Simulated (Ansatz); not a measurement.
# Effect of x(Hf) = 0.375, 8 atoms, Pmm2 on Zr

The reference is Zr in the hcp (Mg type) structure (space group P6_3/mmc, No. 194; a = 3.2316 Å, c = 5.1736 Å).

The other end (x = 1) is Hf in the hcp (Mg type) structure (space group P6_3/mmc, No. 194): 22.53 Å³/atom, gap zero.

One thing is altered: Hf replaces 37.5 % of the Zr, ordered in a cell of 8 atoms (starting symmetry Pmm2) and fully relaxed.

Method: PBE, PAW, 420 eV (Ansatz, an electronic-structure program; without spin-orbit coupling), earlier PAW set. Settings: 14×9×5 k-points, 0.05 eV Fermi–Dirac smearing, for the changed cell.

```csv
quantity,base,changed,shift
volume per atom,23.40 Å³,23.08 Å³,-0.32 Å³
density,6.47 g/cm³,8.92 g/cm³,+2.445 g/cm³
shortest interatomic distance,3.189 Å,3.158 Å,-0.0319 Å
band gap,zero,zero,–
mixing energy (to 0.01 eV only: unlike meshes or grids),–,0.00 eV/atom,–
deviation of the volume from the linear (Vegard-type) interpolation,–,0.0 %,–
```

Final structure:

```yaml
crystal:
  lattice:
    - [3.22136, 0.00000, 0.00000]
    - [0.00000, 5.12726, 0.00000]
    - [0.00000, 0.00000, 11.17663]
  atoms:
    - { symbol: Zr, position: [0.00000, 0.00000, 0.83448] }
    - { symbol: Zr, position: [0.50000, 0.00000, 0.58078] }
    - { symbol: Hf, position: [0.00000, 0.00000, 0.33198] }
    - { symbol: Zr, position: [0.50000, 0.00000, 0.08562] }
    - { symbol: Hf, position: [0.50000, 0.50000, 0.91914] }
    - { symbol: Zr, position: [0.00000, 0.50000, 0.66845] }
    - { symbol: Zr, position: [0.50000, 0.50000, 0.41370] }
    - { symbol: Hf, position: [0.00000, 0.50000, 0.16584] }
```

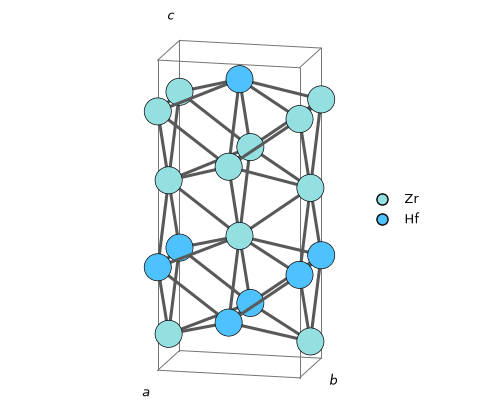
*The relaxed conventional cell after the change*

Cost of the whole job for the changed cell (relaxation, final SCF and bands): around 30 core-minutes (rough).

These are small ordered cells, not random alloys; other orderings at the same x differ. No phonon test of stability was made. All final runs are without spin polarisation.
